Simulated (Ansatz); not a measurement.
# BCl3 + H2O: a complex and its separated parts

The complex below is one end of an elementary step. How strongly is it bound against its free parts?

The runs use Ansatz 0.2.0, Gaussian basis; PBE0-D4/def2-TZVP structures, single points in def2-TZVPP, no counterpoise correction.

Levels: SPW92, PBE-D4, BLYP-D4, r2SCAN-D4, B97M-V, PBE0-D4, B3LYP-D4, r2SCAN0-D4, BHLYP-D4, CAM-B3LYP-D4, wB97X-V, wB97M-V, B2PLYP, PBE-QIDH, RPA on PBE, Hartree-Fock, MP2, CCSD, CCSD(T).

Cores are frozen in the correlated methods. B3LYP uses VWN-RPA correlation. B2PLYP carries no dispersion term here.

21 further runs of the same task are left out: 21 set aside as unsound or not needed.

## Step 1: The starting structure

The complex: 7 atoms, charge 0, spin multiplicity 1.

Atoms are counted from 1 here; the program's logs count them from 0.

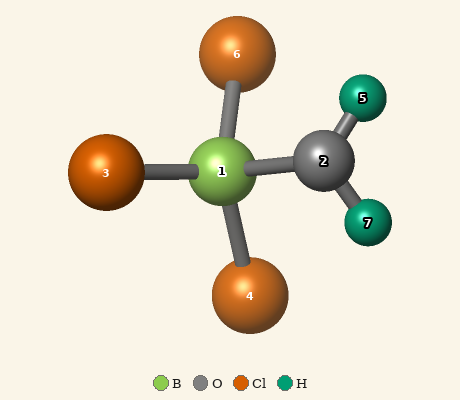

As it starts; boron green, oxygen grey, chlorine orange, hydrogen teal; atoms are numbered from 1 in the order of the file.

Geometry (Å):

```mol
BCl3H2O
  3D, bonds by distance, orders not assigned

  7  6  0  0  0  0  0  0  0  0999 V2000
   -0.0764    0.3017   -0.5465 B   0  0
    0.3541   -0.1696    0.9819 O   0  0
    0.6944    1.8956   -0.8049 Cl  0  0
   -1.8938    0.3374   -0.4443 Cl  0  0
    0.7978   -1.0281    0.8983 H   0  0
    0.5910   -1.0486   -1.5687 Cl  0  0
   -0.4672   -0.2886    1.4841 H   0  0
  1  2  8  0
  1  3  8  0
  1  4  8  0
  1  6  8  0
  2  5  8  0
  2  7  8  0
M  END
```

Its parts: BCl3 holds atoms 1, 3, 4, 6; H2O holds atoms 2, 5, 7. Each part counts its atoms afresh in its own runs.

## Step 2: Relaxing BCl3 alone

File relax-a/in.yaml:

```yaml
crystal:
  periodic: [false, false, false]
  atoms:
    - {symbol: B, position_ang: [-0.076371, 0.301732, -0.546488]}
    - {symbol: Cl, position_ang: [0.694441, 1.895635, -0.804949]}
    - {symbol: Cl, position_ang: [-1.893777, 0.337392, -0.444272]}
    - {symbol: Cl, position_ang: [0.590991, -1.048561, -1.568719]}
basis:
  gaussian: {orbitals: def2-TZVP}
hamiltonian: {xc: pbe0, dispersion: d4}
relax: {f_tol: 0.005, max_steps: 200}
```

No record of the launch command was kept for these runs.

Output (excerpt; [...] marks lines left out):

```text
Functional definition: PBE0
  name "PBE0"
  cite "Adamo & Barone, J. Chem. Phys. 110, 6158 (1999) doi:10.1063/1.478522"
  cite "Perdew, Burke & Ernzerhof, Phys. Rev. Lett. 77, 3865 (1996) doi:10.1103/PhysRevLett.77.3865"
  parent pbe
[...]
973 factors; their error is unknown
[...]
mean field -38234.90924378 eV, -1405.1069981567 hartree, gradient 2.2e-5 eV, S^2 0.000000; 0 other end points of the search recorded, 0 dependent functions left out
[...]
reference -38234.90926930 eV, -1405.1069990946 hartree; 28, 28 occupied and 114, 114 virtual orbitals, 973 factors
relax step   1: F+E_penalty+E_count = -38235.02320195 eV  Δ(F+E_penalty+E_count) = +0.000e0 eV  max|allowed force component| = 3.485e0 eV/Å  Δτ_max = 0.0000 Å  (24 SCF iters, accepted)
[...]
relax step   3: F+E_penalty+E_count = -38235.81094831 eV  Δ(F+E_penalty+E_count) = -2.088e-1 eV  max|allowed force component| = 4.377e-2 eV/Å  Δτ_max = 0.1212 Å  (28 SCF iters, accepted)
[...]
relax step   4: F+E_penalty+E_count = -38235.81106358 eV  Δ(F+E_penalty+E_count) = -1.153e-4 eV  max|allowed force component| = 1.611e-3 eV/Å  Δτ_max = 0.0019 Å  (23 SCF iters, accepted)
973 factors; their error is unknown
mean field -38235.69646150 eV, -1405.1359278744 hartree, gradient 7.6e-6 eV, S^2 0.000000; 1 other end points of the search recorded, 0 dependent functions left out
[...]
reference -38235.69648693 eV, -1405.1359288088 hartree; 28, 28 occupied and 114, 114 virtual orbitals, 973 factors
Total energy: -38235.81108901 eV, -1405.1401403574 hartree
Atom 0 at    -0.171188     0.371553    -0.841136 Å, force     0.000076    -0.000076     0.000287 eV/Å
Atom 1 at     0.717956     1.857878    -0.707544 Å, force    -0.000809    -0.001312    -0.000221 eV/Å
Atom 2 at    -1.837749     0.309718    -0.354963 Å, force     0.001611    -0.000014    -0.000600 eV/Å
Atom 3 at     0.606265    -1.052952    -1.460785 Å, force    -0.000878     0.001403     0.000534 eV/Å
Dipole moment:     0.000001     0.000006    -0.000008 e Å
```

Run time: 7 s. Hardware: 4 threads, shared host; peak memory 0.32 GiB.

The steps of the relaxation:

```
step  energy from step 1 (eV)  largest force component (eV/Å)
   1                   0.0000                          3.4850
   2                  -0.5789                          1.4910
   3                  -0.7877                          0.0438
   4                  -0.7879                          0.0016
```

Distances of close pairs at the start and the end, largest changes first:

```
  bond  before (Å)  after (Å)  change (Å)
B1–Cl3       1.821      1.737      -0.083
B1–Cl4       1.820      1.737      -0.083
B1–Cl2       1.789      1.737      -0.052
```

## Step 3: Relaxing H2O alone

File relax-b/in.yaml:

```yaml
crystal:
  periodic: [false, false, false]
  atoms:
    - {symbol: O, position_ang: [0.354100, -0.169569, 0.981925]}
    - {symbol: H, position_ang: [0.797845, -1.028134, 0.898264]}
    - {symbol: H, position_ang: [-0.467231, -0.288593, 1.484138]}
basis:
  gaussian: {orbitals: def2-TZVP}
hamiltonian: {xc: pbe0, dispersion: d4}
relax: {f_tol: 0.005, max_steps: 200}
```

Output (excerpt; [...] marks lines left out):

```text
[... 5 set-up lines as earlier in the session ...]
[...]
239 factors; their error is unknown
[...]
mean field -2078.31606572 eV, -76.3767066819 hartree, gradient 1.4e-5 eV, S^2 0.000000; 0 other end points of the search recorded, 0 dependent functions left out
[...]
reference -2078.31607980 eV, -76.3767071995 hartree; 5, 5 occupied and 38, 38 virtual orbitals, 239 factors
relax step   1: F+E_penalty+E_count = -2078.32033213 eV  Δ(F+E_penalty+E_count) = +0.000e0 eV  max|allowed force component| = 5.961e-1 eV/Å  Δτ_max = 0.0000 Å  (23 SCF iters, accepted)
[...]
relax step   3: F+E_penalty+E_count = -2078.33731352 eV  Δ(F+E_penalty+E_count) = -2.556e-3 eV  max|allowed force component| = 3.545e-2 eV/Å  Δτ_max = 0.0116 Å  (25 SCF iters, accepted)
[...]
relax step   4: F+E_penalty+E_count = -2078.33733263 eV  Δ(F+E_penalty+E_count) = -1.912e-5 eV  max|allowed force component| = 1.599e-4 eV/Å  Δτ_max = 0.0007 Å  (28 SCF iters, accepted)
239 factors; their error is unknown
mean field -2078.33307682 eV, -76.3773318284 hartree, gradient 1.2e-5 eV, S^2 0.000000; 1 other end points of the search recorded, 0 dependent functions left out
[...]
reference -2078.33309082 eV, -76.3773323430 hartree; 5, 5 occupied and 38, 38 virtual orbitals, 239 factors
Total energy: -2078.33734664 eV, -76.3774887412 hartree
Atom 0 at     0.358472    -0.158284     0.977086 Å, force     0.000060     0.000160    -0.000068 eV/Å
Atom 1 at     0.773608    -1.020880     0.910895 Å, force    -0.000097    -0.000042     0.000065 eV/Å
Atom 2 at    -0.447366    -0.307131     1.476346 Å, force     0.000036    -0.000118     0.000003 eV/Å
Dipole moment:    -0.144064    -0.372950     0.159686 e Å
```

Run time: 0.65 s. Hardware: 4 threads, shared host.

Along the way:

```
step  energy from step 1 (eV)  largest force component (eV/Å)
   1                   0.0000                          0.5961
   2                  -0.0144                          0.1611
   3                  -0.0170                          0.0355
   4                  -0.0170                          0.0002
```

Close pairs (by a distance rule), those that changed most:

```
 bond  before (Å)  after (Å)  change (Å)
O1–H2       0.970      0.960      -0.010
O1–H3       0.970      0.960      -0.010
```

## Step 4: wB97M-V/def2-TZVPP

File parta/in.yaml:

```yaml
crystal:
  periodic: [false, false, false]
  atoms:
    - {symbol: B, position_ang: [-0.171188, 0.371553, -0.841136]}
    - {symbol: Cl, position_ang: [0.717956, 1.857878, -0.707544]}
    - {symbol: Cl, position_ang: [-1.837749, 0.309718, -0.354963]}
    - {symbol: Cl, position_ang: [0.606265, -1.052952, -1.460785]}
basis:
  gaussian: {orbitals: def2-TZVPP}
hamiltonian: {xc: {name: wB97M-V}}
```

File partb/in.yaml:

```yaml
crystal:
  periodic: [false, false, false]
  atoms:
    - {symbol: O, position_ang: [0.358472, -0.158284, 0.977086]}
    - {symbol: H, position_ang: [0.773608, -1.020880, 0.910895]}
    - {symbol: H, position_ang: [-0.447366, -0.307131, 1.476346]}
basis:
  gaussian: {orbitals: def2-TZVPP}
hamiltonian: {xc: {name: wB97M-V}}
```

Log of parta (excerpt; [...] marks lines left out):

```text
Functional definition: wB97M-V
  name "wB97M-V"
  cite "Mardirossian & Head-Gordon, J. Chem. Phys. 144, 214110 (2016) doi:10.1063/1.4952647"
  cite "Becke, J. Chem. Phys. 107, 8554 (1997) doi:10.1063/1.475007"
  cite "Vydrov & Van Voorhis, J. Chem. Phys. 133, 244103 (2010) doi:10.1063/1.3521275"
  # Of w^i u^j: cxij and so on, Table III.
[...]
  gx(w, u) = 1 - cx + cx01*u + cx10*w
  gss(w, u) = css00 + css04*u^4 + css10*w + css20*w^2 + css43*w^4*u^3
  gos(w, u) = cos00 + cos10*w + (cos20 + cos21*u)*w^2 + (cos60 + cos61*u)*w^6
[...]
      + integral(e_c_pw_mod_opposite_spin*gos(b97_w_opposite, b97_u_opposite)) + vv10(b, c)
1099 factors; their error is unknown
166 factors; integrals over basis functions are off by at most 3.8e-5 eV
[...]
mean field -38246.97298233 eV, -1405.5503323712 hartree, gradient 2.9e-5 eV, S^2 0.000000; 0 other end points of the search recorded, 0 dependent functions left out
reference -38246.97301959 eV, -1405.5503337403 hartree; 28, 28 occupied and 129, 129 virtual orbitals, 1099 factors
Total energy: -38246.97301959 eV, -1405.5503337403 hartree
```

partb printed (excerpt; [...] marks lines left out):

```text
[... 5 set-up lines as earlier in the session ...]
  # Of w^i u^j: cxij and so on, Table III.
[...]
  gx(w, u) = 1 - cx + cx01*u + cx10*w
  gss(w, u) = css00 + css04*u^4 + css10*w + css20*w^2 + css43*w^4*u^3
  gos(w, u) = cos00 + cos10*w + (cos20 + cos21*u)*w^2 + (cos60 + cos61*u)*w^6
[...]
      + integral(e_c_pw_mod_opposite_spin*gos(b97_w_opposite, b97_u_opposite)) + vv10(b, c)
269 factors; their error is unknown
69 factors; integrals over basis functions are off by at most 2.2e-5 eV
[...]
mean field -2079.85938126 eV, -76.4334224820 hartree, gradient 2.9e-5 eV, S^2 0.000000; 0 other end points of the search recorded, 0 dependent functions left out
reference -2079.85940327 eV, -76.4334232908 hartree; 5, 5 occupied and 54, 54 virtual orbitals, 269 factors
Total energy: -2079.85940327 eV, -76.4334232908 hartree
```

Wall times: 4 s (parta), 0.4 s (partb) on 4 threads, shared host; peak memory 0.45 GiB.

## Step 5: CCSD(T)/def2-TZVPP

The same edit goes into each in.yaml of step 4 (parta, partb):

```diff
-hamiltonian: {xc: {name: wB97M-V}}
+correlation: {method: ccsd_t}
```

Output in parta (excerpt; [...] marks lines left out):

```text
Functional definition: HF
  name "HF"
  cite "Fock, Z. Phys. 61, 126 (1930) doi:10.1007/BF01340294"
[... 1 set-up line as earlier in the session ...]
[...]
955 factors; integrals over basis functions are off by at most 5.5e-4 eV
[...]
mean field -38187.16675919 eV, -1403.3524942089 hartree, gradient 1.4e-6 eV, S^2 0.000000; 0 other end points of the search recorded, 0 dependent functions left out
16 core orbitals not correlated: weight in the atoms' cores, before any rotation towards them, 1.000 or more for the frozen orbitals, at most 0.000 for the correlated occupied ones
reference -38187.16675919 eV, -1403.3524942089 hartree; 12, 12 occupied and 129, 129 virtual orbitals, 955 factors
second order -17.99150865 eV of doubles, -0.00000000 eV of singles
cycle   1  -18.73948378 eV  change   -7.5e-1 eV  update   8.7e-2
[...]
cycle   9  -19.20204490 eV  change   -2.1e-6 eV  update   4.9e-6
perturbative correction -0.88744663 eV, -0.0326130620 hartree
Total energy: -38207.25625071 eV, -1404.0907694052 hartree
```

partb printed (excerpt; [...] marks lines left out):

```text
[... 4 set-up lines as earlier in the session ...]
[...]
361 factors; integrals over basis functions are off by at most 7.6e-4 eV
[...]
mean field -2069.76241470 eV, -76.0623658050 hartree, gradient 3.6e-6 eV, S^2 0.000000; 0 other end points of the search recorded, 0 dependent functions left out
1 core orbitals not correlated: weight in the atoms' cores, before any rotation towards them, 1.000 or more for the frozen orbitals, at most 0.000 for the correlated occupied ones
reference -2069.76241470 eV, -76.0623658050 hartree; 4, 4 occupied and 54, 54 virtual orbitals, 361 factors
second order -7.10555907 eV of doubles, -0.00000000 eV of singles
cycle   1  -7.11162255 eV  change   -6.1e-3 eV  update   4.1e-2
[...]
cycle   8  -7.26607725 eV  change    3.4e-6 eV  update   7.2e-6
perturbative correction -0.20740242 eV, -0.0076218982 hartree
Total energy: -2077.23589437 eV, -76.3370111169 hartree
```

They took 5.5 s (parta), 0.25 s (partb) on 4 threads, shared host; peak memory 0.74 GiB.

## Step 6: Vibrations of BCl3

File vib-parta/in.yaml:

```yaml
crystal:
  periodic: [false, false, false]
  atoms:
    - {symbol: B, position_ang: [-0.171188, 0.371553, -0.841136]}
    - {symbol: Cl, position_ang: [0.717956, 1.857878, -0.707544]}
    - {symbol: Cl, position_ang: [-1.837749, 0.309718, -0.354963]}
    - {symbol: Cl, position_ang: [0.606265, -1.052952, -1.460785]}
basis:
  gaussian: {orbitals: def2-TZVP}
hamiltonian: {xc: pbe0, dispersion: d4}
phonons: {temperatures: {t_min: 298.15, t_max: 900, t_step: 200}}
```

Output (excerpt; [...] marks lines left out):

```text
[... 5 set-up lines as earlier in the session ...]
[...]
973 factors; their error is unknown
[...]
mean field -38235.69646150 eV, -1405.1359278743 hartree, gradient 7.1e-6 eV, S^2 0.000000; 0 other end points of the search recorded, 0 dependent functions left out
[...]
reference -38235.69648693 eV, -1405.1359288088 hartree; 28, 28 occupied and 114, 114 virtual orbitals, 973 factors
[...]
973 factors; their error is unknown
[...]
mean field -38235.69636037 eV, -1405.1359241577 hartree, gradient 3.0e-6 eV, S^2 0.000000; 0 other end points of the search recorded, 0 dependent functions left out
[...]
reference -38235.69648433 eV, -1405.1359287131 hartree; 28, 28 occupied and 114, 114 virtual orbitals, 973 factors
[...]
973 factors; their error is unknown
mean field -38235.69644653 eV, -1405.1359273241 hartree, gradient 1.2e-6 eV, S^2 0.000000; 0 other end points of the search recorded, 0 dependent functions left out
[...]
reference -38235.69647196 eV, -1405.1359282585 hartree; 28, 28 occupied and 114, 114 virtual orbitals, 973 factors
Total energy: -38235.81108901 eV, -1405.1401403574 hartree
Atom 0 at    -0.171188     0.371553    -0.841136 Å, force     0.000080    -0.000086     0.000282 eV/Å
Atom 1 at     0.717956     1.857878    -0.707544 Å, force    -0.000821    -0.001299    -0.000213 eV/Å
Atom 2 at    -1.837749     0.309718    -0.354963 Å, force     0.001621    -0.000005    -0.000601 eV/Å
Atom 3 at     0.606265    -1.052952    -1.460785 Å, force    -0.000881     0.001390     0.000532 eV/Å
Dipole moment:     0.000000     0.000007    -0.000008 e Å
Vibrations: 252.61 252.63 457.55 476.23 976.36 976.47 cm⁻¹, zero-point energy 0.210268 eV
```

It took 15 s on 4 threads, shared host; peak memory 0.32 GiB.

Wavenumbers and character of the modes:

```
mode  wavenumber (cm⁻¹)          character
   1                253               bend
   2                253               bend
   3                458  out-of-plane bend
   4                476       B–Cl stretch
   5                976       B–Cl stretch
   6                976       B–Cl stretch
```

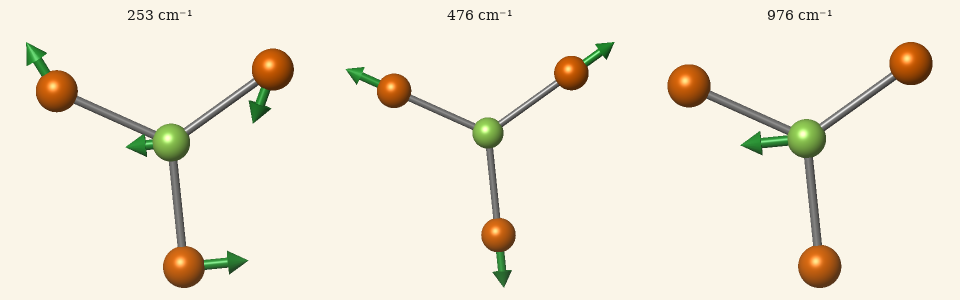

Displacements of 3 modes, as arrows.

Vibrational sums (real modes only):

```
T (K)  entropy (J/mol/K)  heat capacity (J/mol/K)
  298               21.4                     29.2
  498               39.1                     39.1
  698               53.1                     43.7
  898               64.4                     45.9
```

## Step 7: Vibrations of H2O

File vib-partb/in.yaml:

```yaml
crystal:
  periodic: [false, false, false]
  atoms:
    - {symbol: O, position_ang: [0.358472, -0.158284, 0.977086]}
    - {symbol: H, position_ang: [0.773608, -1.020880, 0.910895]}
    - {symbol: H, position_ang: [-0.447366, -0.307131, 1.476346]}
basis:
  gaussian: {orbitals: def2-TZVP}
hamiltonian: {xc: pbe0, dispersion: d4}
phonons: {temperatures: {t_min: 298.15, t_max: 900, t_step: 200}}
```

Output (excerpt; [...] marks lines left out):

```text
[... 5 set-up lines as earlier in the session ...]
[...]
239 factors; their error is unknown
[...]
mean field -2078.33307682 eV, -76.3773318284 hartree, gradient 1.2e-5 eV, S^2 0.000000; 0 other end points of the search recorded, 0 dependent functions left out
[...]
reference -2078.33309082 eV, -76.3773323430 hartree; 5, 5 occupied and 38, 38 virtual orbitals, 239 factors
[...]
239 factors; their error is unknown
[...]
mean field -2078.33295731 eV, -76.3773274365 hartree, gradient 1.2e-6 eV, S^2 0.000000; 0 other end points of the search recorded, 0 dependent functions left out
[...]
reference -2078.33297134 eV, -76.3773279521 hartree; 5, 5 occupied and 38, 38 virtual orbitals, 239 factors
[...]
mean field -2078.33300568 eV, -76.3773292140 hartree, gradient 1.2e-6 eV, S^2 0.000000; 0 other end points of the search recorded, 0 dependent functions left out
[...]
reference -2078.33301970 eV, -76.3773297294 hartree; 5, 5 occupied and 38, 38 virtual orbitals, 239 factors
[...]
239 factors; their error is unknown
mean field -2078.33301075 eV, -76.3773294003 hartree, gradient 1.2e-6 eV, S^2 0.000000; 0 other end points of the search recorded, 0 dependent functions left out
[...]
reference -2078.33302473 eV, -76.3773299142 hartree; 5, 5 occupied and 38, 38 virtual orbitals, 239 factors
Total energy: -2078.33734664 eV, -76.3774887412 hartree
Atom 0 at     0.358472    -0.158284     0.977086 Å, force     0.000062     0.000161    -0.000069 eV/Å
Atom 1 at     0.773608    -1.020880     0.910895 Å, force    -0.000096    -0.000042     0.000065 eV/Å
Atom 2 at    -0.447366    -0.307131     1.476346 Å, force     0.000034    -0.000119     0.000004 eV/Å
Dipole moment:    -0.144064    -0.372950     0.159686 e Å
Vibrations: 1622.87 3851.61 3959.35 cm⁻¹, zero-point energy 0.584823 eV
```

Wall time 0.6 s (4 threads, shared host).

The modes, with what each moves most:

```
mode  wavenumber (cm⁻¹)    character
   1               1623         bend
   2               3852  O–H stretch
   3               3959  O–H stretch
```

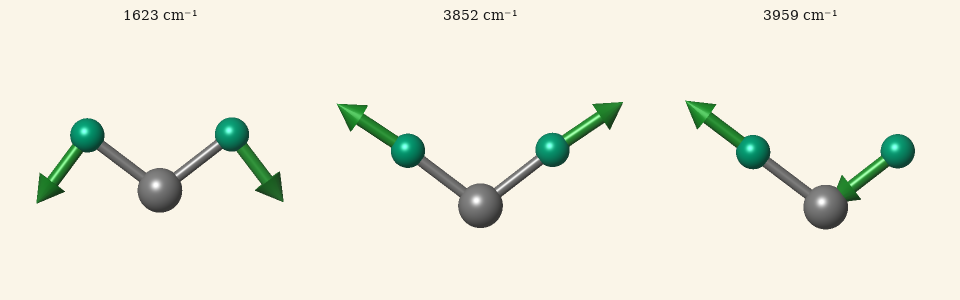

Displacements of 3 modes, as arrows.

Vibrational sums (real modes only):

```
T (K)  entropy (J/mol/K)  heat capacity (J/mol/K)
  298                0.0                      0.2
  498                0.4                      1.7
  698                1.4                      3.9
  898                2.6                      6.1
```

## Step 8: Complex less separated parts

The complex's own energies come from single points at the same levels. Levels not printed above were run the same way.

Rows are in def2-TZVPP; times add the 3 runs of a level on a shared host, so small differences are noise.

Differences are taken before rounding.

```
      method                    rung  complex less parts (eV)  from CCSD(T) (eV)   time
       SPW92                     LDA                   -0.736             -0.441  1.8 s
      PBE-D4                     GGA                   -0.338             -0.043  2.8 s
     BLYP-D4                     GGA                   -0.195             +0.100  2.9 s
   r2SCAN-D4                meta-GGA                   -0.360             -0.065  6.2 s
      B97M-V                meta-GGA                   -0.307             -0.011   11 s
     PBE0-D4                  hybrid                   -0.387             -0.092  4.3 s
    B3LYP-D4                  hybrid                   -0.256             +0.040    4 s
  r2SCAN0-D4                  hybrid                   -0.401             -0.105  7.3 s
    BHLYP-D4                  hybrid                   -0.315             -0.020  3.9 s
CAM-B3LYP-D4  range-separated hybrid                   -0.352             -0.057  5.4 s
     wB97X-V  range-separated hybrid                   -0.390             -0.094   11 s
     wB97M-V  range-separated hybrid                   -0.403             -0.107   13 s
      B2PLYP           double hybrid                   -0.216             +0.079  6.5 s
    PBE-QIDH           double hybrid                   -0.386             -0.091  6.8 s
  RPA on PBE                     RPA                   -0.208             +0.088  5.9 s
Hartree-Fock            wavefunction                   -0.026             +0.269       
         MP2            wavefunction                   -0.346             -0.050       
        CCSD            wavefunction                   -0.261             +0.035       
     CCSD(T)            wavefunction                   -0.295                  0   93 s
```

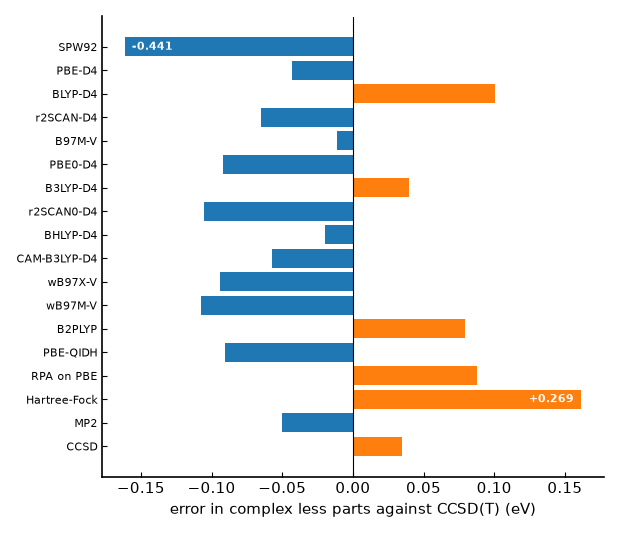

Deviations from CCSD(T), method by method. Bars with a number in them are cut short.

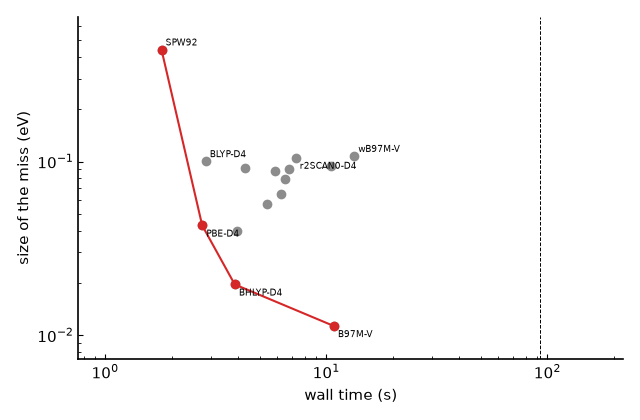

Miss against cost. Red marks the levels that no quicker level drawn beats (of those quicker than the yardstick), and the dashed line is the time of CCSD(T). Only those levels and the largest misses are named. Times are from a shared host.

For cost: B97M-V gets within 0.011 eV in 11 s, where CCSD(T) took 93 s; the quickest level in the cost chart, SPW92, takes 1.8 s and misses by 0.441 eV.

The complex's zero-point energy, from a separate PBE0-D4 run, is 0.908 eV.

## Step 9: Summary of results

```
                              quantity      value
complex less parts, CCSD(T)/def2-TZVPP  -0.295 eV
                with zero-point energy  -0.183 eV
                 largest T1 diagnostic      0.011
```

In words: At CCSD(T) the complex lies 0.295 eV below its parts. Among the functionals B97M-V lands nearest to CCSD(T) (-0.011 eV) and SPW92 farthest (-0.441 eV). By rung, the mean size of the error is: LDA 0.441, GGA 0.072, meta-GGA 0.038, hybrid 0.064, range-separated hybrid 0.086, double hybrid 0.085 eV. PBE-D4 gives a relative energy 0.043 eV too low, inside chemical accuracy (1 kcal/mol, 0.043 eV). The complex's frequency run has imaginary modes: the structure is no minimum, so both the energy and the zero-point correction are in doubt. No counterpoise was applied, and triple zeta lacks some correlation, so the CCSD(T) reference has a basis error of its own, and close matches with it are partly luck.
